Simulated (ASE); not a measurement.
Pair distribution function (Be-Se) of BeSe (zinc blende), cell Be32Se32, begun in the crystal structure [in the run: it stayed crystalline; mean temperature 304 K (target 300 K); density 4.22 g/cm³, volume +2 % from the start crystal's], from MD at 304 K. Computed with the machine-learned potential CHGNet 0.3.0 in ASE. Volume per atom 17.32 Å³, mean pressure 0.0 GPa. 

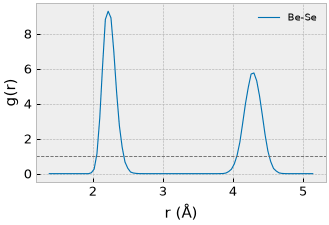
Figure: Pair distribution from the trajectory

**Question.** From these data, give the position and height of the first peak of the Be-Se curve, where the first shell ends and the number of neighbours in it.

**Answer.** first peak at 2.23 Å with height 9; g is nil from 2.7 to 3.8 Å, so any cut there serves; 4.0 Se round each Be and 4.0 Be round each Se in the shell, from n = 4πρ∫r²g(r)dr.
